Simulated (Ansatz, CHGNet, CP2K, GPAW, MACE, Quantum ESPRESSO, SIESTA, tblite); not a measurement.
**Generalised stacking fault on (112) of a Nb-Li solid solution (54 atoms) in CP2K**

Aim: run generalised stacking fault on (112) of a Nb-Li solid solution (54 atoms) in CP2K and see how near its forces come to a plane-wave reference, and at what cost.

Calculated with CP2K 2026.2; the method is named at each step.

### Step 1. Starting point

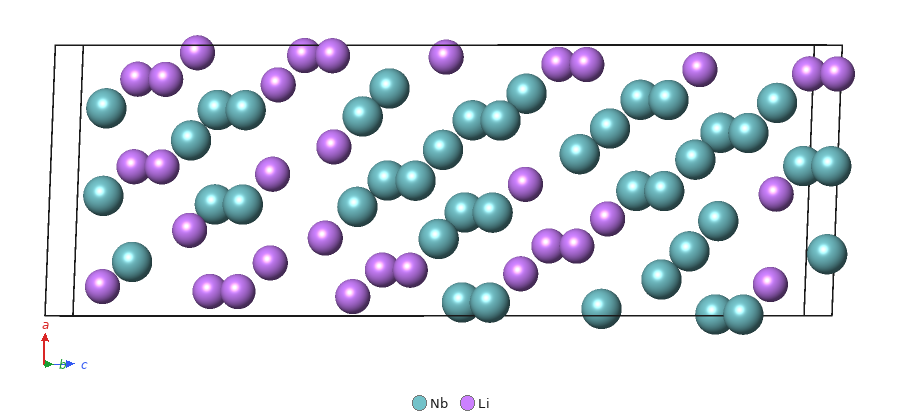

Start, viewed from the side, with the c axis across the page; niobium teal, lithium purple. Some periodic images of atoms are drawn too.

The cell holds 54 atoms: 30 Nb and 24 Li. Cell: a = 8.820 Å, b = 4.801 Å, c = 25.166 Å, α = 90.0°, β = 87.8°, γ = 90.0°. Bcc Nb lattice (a = 3.3949 Å, the value set for the mixture), cell with z along [112], 3 x 1 x 3 periods; the third cell vector is tilted by 0.333 of 1/2<111> (its sense, twinning or antitwinning, isn't checked) and lengthened by 0.2 Å, so the cell holds one fault; displaced by a Gaussian of 0.01 Å; 24 of 54 Nb sites given to Li at random (lattice constant by Vegard's rule between Nb and Li). Then every atom was moved at random, 0.05 Å r.m.s. a Cartesian component. The structure's axis is c.

The yardstick, on the same geometry:

| Quantity | Value |
| --- | --- |
| method | Kohn-Sham DFT, PBE, PAW, plane waves (Ansatz 0.2.0); cutoff 420 eV, Γ point, fermi-dirac smearing of 0.05 eV; PAW set soft_2 |
| r.m.s. force component | 0.8348 eV/Å |
| longest force | 3.321 eV/Å |
| pressure | -12.14 GPa |
| SCF cycles | 10 |
| time | 12 s on 4 threads of Arm Neoverse V1, shared host |
| CPU time | 44 s |

### Step 2. PBE, DZVP-MOLOPT-SR, 800/50 Ry, diagonalisation

Method: Kohn-Sham DFT, PBE, GTH-PBE pseudopotentials, Gaussian and plane waves, DZVP-MOLOPT-SR-GTH, diagonalisation.

input.inp

```
&GLOBAL
  PROJECT cell
  RUN_TYPE ENERGY_FORCE
  PRINT_LEVEL LOW
&END GLOBAL
&FORCE_EVAL
  METHOD QS
  STRESS_TENSOR ANALYTICAL
  &DFT
    BASIS_SET_FILE_NAME BASIS_MOLOPT
    POTENTIAL_FILE_NAME GTH_POTENTIALS
    &MGRID
      CUTOFF 800
      REL_CUTOFF 50
      NGRIDS 5
    &END MGRID
    &QS
      EPS_DEFAULT 1.0E-12
    &END QS
    &SCF
      SCF_GUESS ATOMIC
      EPS_SCF 5.0E-06
      MAX_SCF 200
      ADDED_MOS 36
      &DIAGONALIZATION
        ALGORITHM STANDARD
      &END DIAGONALIZATION
      &SMEAR ON
        METHOD FERMI_DIRAC
        ELECTRONIC_TEMPERATURE [K] 580
      &END SMEAR
      &MIXING
        METHOD BROYDEN_MIXING
        ALPHA 0.15
        NBROYDEN 12
      &END MIXING
      &PRINT
        &RESTART OFF
        &END RESTART
      &END PRINT
    &END SCF
    &XC
      &XC_FUNCTIONAL PBE
      &END XC_FUNCTIONAL
    &END XC
    &PRINT
      &MULLIKEN ON
      &END MULLIKEN
      &HIRSHFELD ON
        SHAPE_FUNCTION DENSITY
      &END HIRSHFELD
      &MO ON
        EIGENVALUES T
        OCCUPATION_NUMBERS T
        MO_INDEX_RANGE 220 243
        &EACH
          QS_SCF 0
        &END EACH
        ADD_LAST NUMERIC
      &END MO
    &END PRINT
  &END DFT
  &SUBSYS
    &CELL
      A 8.82021 0.00000 0.00000
      B 0.00000 4.80111 0.00000
      C 0.98001 0.00000 25.14732
    &END CELL
    &COORD
      SCALED
      Nb 0.55275 0.99223 0.99178
      Nb 0.22767 0.98749 0.99104
      Li 0.89346 0.00375 0.99489
      Nb 0.76692 0.50888 0.05166
      Nb 0.44341 0.49407 0.05265
      Li 0.10851 0.49941 0.05595
      Li 0.87420 0.99540 0.11047
      Li 0.55083 0.99452 0.11003
      Nb 0.19911 0.00871 0.11167
      Nb 0.64843 0.50553 0.16501
      Li 0.31611 0.50527 0.16768
      Li 0.97197 0.50587 0.16899
      Nb 0.76037 0.99169 0.21751
      Nb 0.41160 0.00832 0.21788
      Li 0.09026 0.00637 0.21593
      Li 0.85341 0.50445 0.27707
      Li 0.52341 0.50971 0.27402
      Li 0.19576 0.51227 0.27529
      Li 0.62458 0.98172 0.33596
      Li 0.28768 0.98513 0.32910
      Li 0.96133 0.99277 0.32921
      Nb 0.73679 0.49762 0.39023
      Nb 0.40272 0.50169 0.38766
      Li 0.07125 0.50213 0.38603
      Nb 0.83972 0.01312 0.44192
      Nb 0.49971 0.99865 0.44461
      Li 0.16903 0.00827 0.44183
      Nb 0.61308 0.49927 0.49766
      Nb 0.28421 0.49860 0.49645
      Li 0.95587 0.49036 0.49748
      Nb 0.72209 0.99467 0.55375
      Nb 0.38166 0.99418 0.54795
      Nb 0.04920 0.00575 0.54843
      Nb 0.82049 0.50571 0.60460
      Li 0.48573 0.50576 0.60775
      Li 0.15530 0.49863 0.60630
      Nb 0.59752 0.99147 0.65989
      Li 0.25776 0.00580 0.66015
      Li 0.92851 0.00289 0.66425
      Nb 0.69197 0.50572 0.71631
      Li 0.35786 0.49009 0.71833
      Nb 0.02557 0.48621 0.71497
      Nb 0.79759 0.99313 0.77400
      Nb 0.46114 0.00237 0.77263
      Nb 0.13454 0.99054 0.77391
      Nb 0.57682 0.51335 0.83008
      Nb 0.23810 0.49715 0.82748
      Li 0.90943 0.49766 0.83209
      Nb 0.67569 0.00303 0.88062
      Nb 0.34952 0.00838 0.88195
      Nb 0.00466 0.00241 0.88308
      Nb 0.78630 0.48442 0.93592
      Li 0.44923 0.50258 0.93870
      Li 0.11556 0.50409 0.93558
    &END COORD
    &KIND Nb
      BASIS_SET DZVP-MOLOPT-SR-GTH-q13
      POTENTIAL GTH-PBE-q13
    &END KIND
    &KIND Li
      BASIS_SET DZVP-MOLOPT-SR-GTH-q3
      POTENTIAL GTH-PBE-q3
    &END KIND
  &END SUBSYS
  &PRINT
    &FORCES ON
    &END FORCES
    &STRESS_TENSOR ON
    &END STRESS_TENSOR
  &END PRINT
&END FORCE_EVAL
```

The run is started by

```sh
$ OMP_NUM_THREADS=1 mpirun -np 4 cp2k.psmp -i input.inp > output.txt
```

Numbers of over 12 decimals in the logs are rounded to 6 here.

The log of the run:

```text
CP2K| version string:                                       CP2K version 2026.2
 CP2K| Input file name                                                 input.inp
 GLOBAL| Basis set file name                                        BASIS_MOLOPT
 GLOBAL| Potential file name                                      GTH_POTENTIALS
 GLOBAL| Run type                                                   ENERGY_FORCE
 GLOBAL| Total number of message passing processes                             4
 GLOBAL| Number of threads for this process                                    1
 TOTAL NUMBERS AND MAXIMUM NUMBERS
  Total number of            - Atomic kinds:                                   2
                             - Atoms:                                         54
                             - Shell sets:                                    54
                             - Shells:                                       336
                             - Primitive Cartesian functions:                330
                             - Cartesian basis functions:                   1074
                             - Spherical basis functions:                    924
  Maximum angular momentum of- Orbital basis functions:                        3
                             - Local part of the GTH pseudopotential:          6
                             - Non-local part of the GTH pseudopotential:      4
 SCF PARAMETERS         Density guess:                                    ATOMIC
                        max_scf:                                             200
                        eps_scf:                                        5.00E-06
                        added MOs                                        36    0
                        Mixing method:                            BROYDEN_MIXING
                                                charge density mixing in g-space
                        Smear method:                                FERMI_DIRAC
                        Electronic temperature [K]:                        580.0
                        Electronic temperature [a.u.]:                  1.84E-03
                        Accuracy threshold:                             1.00E-10
 Extrapolation method: initial_guess
 Number of electrons:                                                        462
 Number of occupied orbitals:                                                231
 Number of molecular orbitals:                                               267
 Number of orbital functions:                                                924
 Number of independent orbital functions:                                    924
 SCF WAVEFUNCTION OPTIMIZATION
  Step     Update method      Time    Convergence         Total energy    Change
     1 NoMix/Diag. 0.15E+00    6.5     1.43483146     -1892.6759021287 -1.89E+03
     2 Broy./Diag. 0.15E+00   11.3     2.07603833     -1843.8053937932  4.89E+01
     3 Broy./Diag. 0.15E+00   11.3     1.61917587     -1869.9543038889 -2.61E+01
     4 Broy./Diag. 0.15E+00   11.3     1.13868211     -1899.8156674500 -2.99E+01
[...]
29 Broy./Diag. 0.15E+00   11.5     0.00001112     -1891.8352323985 -3.34E-05
    30 Broy./Diag. 0.15E+00   11.5     0.00000364     -1891.8353042094 -7.18E-05
  *** SCF run converged in    30 steps ***
  Electronic density on regular grids:       -462.0000000000        0.0000000000
  Core density on regular grids:              461.9999999996       -0.0000000004
  Total charge density on r-space grids:       -0.0000000004
  Total charge density g-space grids:          -0.0000000004
  Overlap energy of the core charge distribution:               1e-13
  Self energy of the core charge distribution:              -3261.506393
  Core Hamiltonian energy:                                    704.255322
  Hartree energy:                                             913.875196
  Exchange-correlation energy:                               -248.441917
  Electronic entropic energy:                                  -0.017512
  Fermi energy:                                                 0.265990
  Total energy:                                             -1891.835304
  Total energy (extrapolated to T->0):                      -1891.826548
 MO| EIGENVALUES AND OCCUPATION NUMBERS
 MO|
 MO|  Index      Eigenvalue [a.u.]        Eigenvalue [eV]             Occupation
 MO|    220               0.249653               6.793417               1.999726
 MO|    221               0.252365               6.867214               1.998799
 MO|    222               0.253737               6.904529               1.997469
[...]
MO|    242               0.282842               7.696521               0.000207
 MO|    243               0.283678               7.719266               0.000131
 MO| Sum:                                                             462.000000
 MO| E(Fermi):            0.265990 a.u.          7.237943 eV
 !-----------------------------------------------------------------------------!
                     Mulliken Population Analysis
 #  Atom  Element  Kind  Atomic population                           Net charge
       1     Nb       1         13.148585                             -0.148585
       2     Nb       1         13.139968                             -0.139968
       3     Li       2          2.840163                              0.159837
[...]
53     Li       2          2.460498                              0.539502
      54     Li       2          2.772919                              0.227081
 # Total charge                            462.000000                  0.000000
 !-----------------------------------------------------------------------------!
 !-----------------------------------------------------------------------------!
                           Hirshfeld Charges
  #Atom  Element  Kind  Ref Charge     Population                    Net charge
      1       Nb     1      13.000         12.931                         0.069
      2       Nb     1      13.000         12.944                         0.056
      3       Li     2       3.000          3.070                        -0.070
[...]
53       Li     2       3.000          3.088                        -0.088
     54       Li     2       3.000          3.077                        -0.077
  Total Charge                                                            0.001
 !-----------------------------------------------------------------------------!
 ENERGY| Total FORCE_EVAL ( QS ) energy [hartree]          -1891.835336
 FORCES| Atomic forces [hartree/bohr]
 FORCES|   Atom     x               y               z               |f|
 FORCES|      1  3.94979164E-02  2.41263943E-03 -7.55442591E-03   4.02861711E-02
 FORCES|      2  3.62047093E-02  4.89152877E-03  2.53109202E-02   4.44449177E-02
 FORCES|      3 -5.33819217E-03 -1.40046673E-03  2.00851630E-03   5.87296691E-03
[...]
FORCES|     53 -7.88571770E-03 -5.35575264E-04 -2.49621648E-03   8.28869599E-03
 FORCES|     54  6.35059369E-03 -2.82011063E-03  7.09136057E-03   9.92826565E-03
 FORCES| Sum     1.98161039E-06  3.86237840E-07 -7.47158204E-06
 FORCES| Total atomic force                                       7.73954118E-06
 STRESS| Analytical stress tensor [bar]
 STRESS|                        x                   y                   z
 STRESS|      x       -9.17280608664E+04   2.70875344305E+02   3.97481879302E+04
 STRESS|      y        2.70875344305E+02  -2.14440136652E+05  -9.88460336452E+02
 STRESS|      z        3.97481879302E+04  -9.88460336452E+02  -4.74846457853E+04
 STRESS| 1/3 Trace                                            -1.17884281101E+05
```

Elapsed: 6.5 min, on 4 MPI ranks of Arm Neoverse V1, shared host; peak memory 6.7 GiB; 26 min of CPU time.

Banners, paths, timers and routine set-up lines are dropped from the logs unmarked, and long logs keep their key lines alone; longer cuts are marked.

Against the reference:

```
r.m.s. force component                  : 0.8415 eV/Å
r.m.s. difference of force components   : 30.18 meV/Å
longest difference of force vectors     : 100.7 meV/Å
force difference over r.m.s. force      : 3.615 %
slope of forces against the reference's : 1.007
correlation of force components         : 0.9994
pressure                                : -11.79 GPa
pressure difference                     : 0.3556 GPa
```

Length of the force difference by element (eV/Å):

```
element  atoms   mean   most
     Li     24  0.033  0.096
     Nb     30  0.057   0.10
```

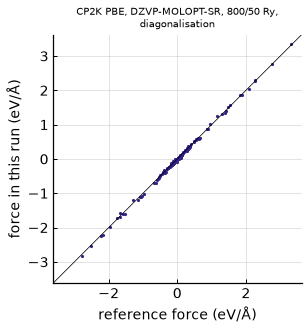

Force components against those of the reference; the line marks equality.

A closer look about Nb25, which bears the longest force: 9 atoms, nearest first, numbered in the order of the input, with positions taken from that point.

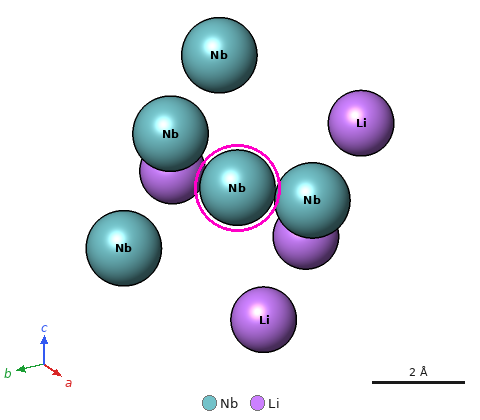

The atoms of the table, within 3.1 Å (arrows a, b, c point along x, y, z); some may hide others; the central atom is ringed.

```
atom      x      y      z  distance (Å)  Hirshfeld charge (e)     Fx     Fy  Fz (eV/Å)
Nb25   0.00   0.00   0.00          0.00                  0.06  -0.08  -0.23       3.35
Nb22  -0.96   2.33  -1.30          2.83                  0.04  -2.82  -0.06      -0.33
Li30   1.08   2.29   1.40          2.89                 -0.09  -0.43   0.26      -0.23
Li27   2.90  -0.02   0.00          2.90                 -0.06   0.63  -0.10      -0.13
Nb22  -0.96  -2.47  -1.30          2.96                  0.04  -2.82  -0.06      -0.33
Nb31  -0.93  -0.09   2.81          2.96                 -0.04  -0.46   0.30      -1.60
Li21   0.96  -0.10  -2.83          2.99                 -0.02  -0.12   0.09      -0.05
Nb26  -3.00  -0.07   0.07          3.00                  0.04  -0.09   0.08      -0.01
Li30   1.08  -2.51   1.40          3.07                 -0.09  -0.43   0.26      -0.23
```

Forces lie 3.6 % from the reference's, at 36 times its CPU time.

### Step 3. PBE, SZV-MOLOPT-SR, 800/50 Ry, diagonalisation

Method: Kohn-Sham DFT, PBE, GTH-PBE pseudopotentials, Gaussian and plane waves, SZV-MOLOPT-SR-GTH, diagonalisation.

input.inp: that of step 2 with these lines changed.

```diff
@@ -23,3 +23,3 @@
       MAX_SCF 200
-      ADDED_MOS 36
+      ADDED_MOS 27
       &DIAGONALIZATION
@@ -69,7 +69,30 @@
     &COORD
-      SCALED
-[... 54 atom lines left out: the same atoms as in the first run ...]
+      Nb 5.84733 4.76381 24.94061
+      Nb 2.97933 4.74105 24.92200
+      Li 8.85551 0.01800 25.01882
+      Nb 6.81502 2.44319 1.29911
+      Nb 3.96257 2.37208 1.32401
+      Li 1.01191 2.39772 1.40699
+      Li 7.81889 4.77902 2.77802
+      Li 4.96627 4.77480 2.76696
+      Nb 1.86563 0.04182 2.80820
+      Nb 5.88100 2.42711 4.14956
+      Li 2.95248 2.42586 4.21670
+      Li 8.73859 2.42874 4.24965
+      Nb 6.91979 4.76121 5.46979
+      Nb 3.84392 0.03995 5.47910
+      Li 1.00773 0.03058 5.43006
+      Li 7.79879 2.42192 6.96757
+      Li 4.88513 2.44717 6.89087
+      Li 1.99643 2.45946 6.92281
+      Li 5.83817 4.71335 8.44849
+      Li 2.85992 4.72972 8.27598
+[... 30 atom lines left out ...]
+      Nb 0.90653 0.01157 22.20710
+      Nb 7.85254 2.32575 23.53588
+      Li 4.88224 2.41294 23.60579
+      Li 1.93614 2.42019 23.52733
     &END COORD
     &KIND Nb
-      BASIS_SET DZVP-MOLOPT-SR-GTH-q13
+      BASIS_SET SZV-MOLOPT-SR-GTH-q13
       POTENTIAL GTH-PBE-q13
@@ -77,3 +100,3 @@
     &KIND Li
-      BASIS_SET DZVP-MOLOPT-SR-GTH-q3
+      BASIS_SET SZV-MOLOPT-SR-GTH-q3
       POTENTIAL GTH-PBE-q3
```

The run is started by

```sh
$ OMP_NUM_THREADS=2 cp2k.psmp -i input.inp > output.txt
```

The log of the run:

```text
CP2K| version string:                                       CP2K version 2026.2
 CP2K| Input file name                                                 input.inp
 GLOBAL| Basis set file name                                        BASIS_MOLOPT
 GLOBAL| Potential file name                                      GTH_POTENTIALS
[... lines left out ...]
 Number of electrons:                                                        462
[... lines left out ...]
  Step     Update method      Time    Convergence         Total energy    Change
[... lines left out ...]
  *** SCF run converged in    32 steps ***
[... lines left out ...]
  Fermi energy:                                                 0.362967
  Total energy:                                             -1888.174552
  Total energy (extrapolated to T->0):                      -1888.167127
[... lines left out ...]
 MO| E(Fermi):            0.362967 a.u.          9.876827 eV
[... lines left out ...]
 ENERGY| Total FORCE_EVAL ( QS ) energy [hartree]          -1888.174565
[... lines left out ...]
 FORCES|      1  9.38684918E-03  1.85194390E-03 -8.94594626E-03   1.30985720E-02
 FORCES|      2  6.84235050E-02  6.81295005E-03  3.23549405E-02   7.59936477E-02
 FORCES|      3  4.55820129E-03 -4.69494185E-04  4.74988876E-03   6.59992932E-03
[...]
FORCES|     53 -6.76105864E-03 -8.22848646E-04 -2.53893186E-03   7.26878043E-03
 FORCES|     54  3.49975316E-03 -2.76049321E-03  6.66806737E-03   8.02070554E-03
 FORCES| Sum     2.05744414E-06  1.74858934E-06 -4.90990797E-06
 FORCES| Total atomic force                                       5.60337731E-06
 STRESS| Analytical stress tensor [bar]
 STRESS|                        x                   y                   z
 STRESS|      x       -7.95045961280E+04   1.28166369706E+03   6.44301183729E+04
 STRESS|      y        1.28166369706E+03  -2.68062711885E+05   1.06383163640E+02
 STRESS|      z        6.44301183729E+04   1.06383163640E+02   1.20990248929E+04
 STRESS| 1/3 Trace                                            -1.11822761040E+05
```

The job ended after 7 min (2 threads; peak memory 4.5 GiB).

Numbers from this run, and their distance from the reference:

| Property | Result |
| --- | --- |
| r.m.s. force component | 1.011 eV/Å |
| r.m.s. difference of force components | 501.4 meV/Å |
| longest difference of force vectors | 2135 meV/Å |
| force difference over r.m.s. force | 60.06 % |
| slope of forces against the reference's | 1.053 |
| correlation of force components | 0.8695 |
| pressure | -11.18 GPa |
| pressure difference | 0.9617 GPa |

This is a coarse setting, run to see what it loses.

Against the first run (3.6 %), the force difference from the reference is 60 %, at 0.49 times the CPU time (on 2 against 4 cores), with 348 basis functions against 924: the smaller basis costs accuracy.

The difference per atom is largest on Nb (0.99 eV/Å on average, against 0.25 on Li).

(Continued in part 2 of 2.)

[Also dropped from logs without a mark: logging warnings of Python, and SIESTA's first energy breakdown and zero terms.]

[Logs are printed without paths, hosts, clocks, repeated set-up lines and the standing remarks that a program may print on its own settings, such as how far it seeks lower states.]

[Hosts, paths, dates, database ids (printed as entryN), source tags and the programs' standing remarks are cut or masked in the printed files.]
